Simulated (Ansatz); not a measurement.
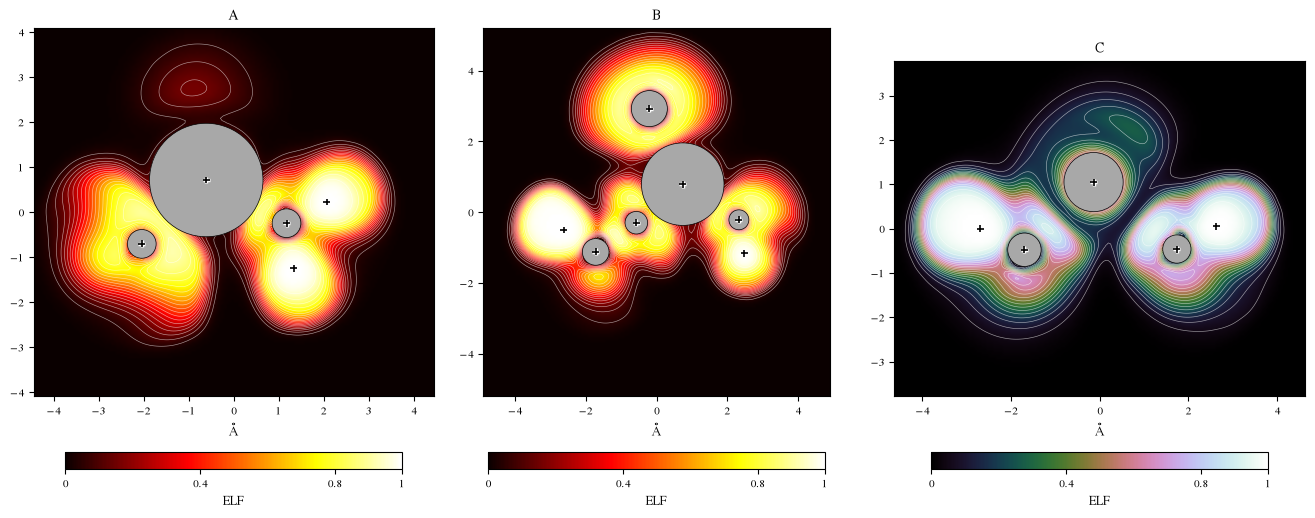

The electron localisation function of 3 systems, each on a plane through atoms (crosses mark nuclei in the plane; grey discs cover the cores).

Level of theory: Ansatz, isolated molecule in a Gaussian basis; Kohn-Sham density functional theory, functional PBE0.

System 1: ClH6N3Zr, the plane of atoms Zr5, N3 and H9. Geometry: PBE0-D4/def2-SVP; core potentials replace the inner electrons of Zr.

```yaml
atoms:
  - { symbol: Cl, position_ang: [0.8515, 1.7216, -2.1077] }
  - { symbol: N, position_ang: [-1.1707, -1.1251, -0.9799] }
  - { symbol: N, position_ang: [-0.8138, 1.3158, 1.1401] }
  - { symbol: N, position_ang: [1.6784, -0.6863, 0.5336] }
  - { symbol: Zr, position_ang: [0.1258, 0.2859, -0.3276] }
  - { symbol: H, position_ang: [-1.1169, -2.1308, -0.8384] }
  - { symbol: H, position_ang: [-1.9476, -0.9333, -1.6114] }
  - { symbol: H, position_ang: [-0.4742, 2.1973, 1.5231] }
  - { symbol: H, position_ang: [-1.7251, 1.1215, 1.5481] }
  - { symbol: H, position_ang: [2.4317, -1.1309, 0.0101] }
  - { symbol: H, position_ang: [1.9084, -0.7321, 1.5234] }
```

System 2: CH4ClF2NOW, the plane of atoms W7, O6 and H11. Geometry: PBE0-D4/def2-SVP; core potentials replace the inner electrons of W.

```xyz
11

C     0.3652   -1.4559   -0.6964
Cl    1.4081    2.7120   -1.1920
F    -1.3847    2.0616   -1.0408
F     1.1220    1.1415   -3.5786
N     0.1080   -0.2555   -1.3968
O    -1.4885    1.0352   -3.4451
W    -0.1223    1.2466   -2.1722
H     1.2578   -1.3319   -0.0616
H    -0.4893   -1.7188   -0.0519
H     0.5507   -2.2825   -1.4013
H    -2.0284    0.2750   -3.6829
```

System 3: CH8InN (SMILES [CH3][InH2-][NH3+]), the plane of atoms In2, C1 and H5. Geometry: PBE0-D4/def2-SVP; core potentials replace the inner electrons of In.

```xyz
11

C    -1.5239   -0.4763   -0.9316
In   -1.6677    0.3595   -2.9411
N    -2.9589    2.3062   -2.3510
H    -1.0065    0.2116   -0.2450
H    -0.9496   -1.4157   -0.9537
H    -2.5184   -0.7062   -0.5185
H    -2.8430   -0.3049   -4.0524
H    -0.3039    1.2398   -3.5916
H    -2.4637    2.8935   -1.6810
H    -3.8517    2.0484   -1.9318
H    -3.1597    2.8787   -3.1702
```

Which map belongs to which system?

Panel A is system 1, ClH6N3Zr: the plane holds N, Zr and H. Zr–N (2.02 Å): the ELF peaks at about 0.90 in the valence shell of N, 0.6 Å from its nucleus, and drops to about 0.30 between the two atoms. Panel B is system 2, CH4ClF2NOW: the plane holds C, Cl, N, O, W and H. C–N (1.41 Å): the ELF peaks at about 0.95 between the atoms: localised, covalent bonding. Panel C is system 3, CH8InN: the plane holds C, In, N and H. C–In (2.18 Å): the ELF peaks at about 0.90 in the valence shell of C, 0.7 Å from its nucleus, and drops to about 0.20 between the two atoms.
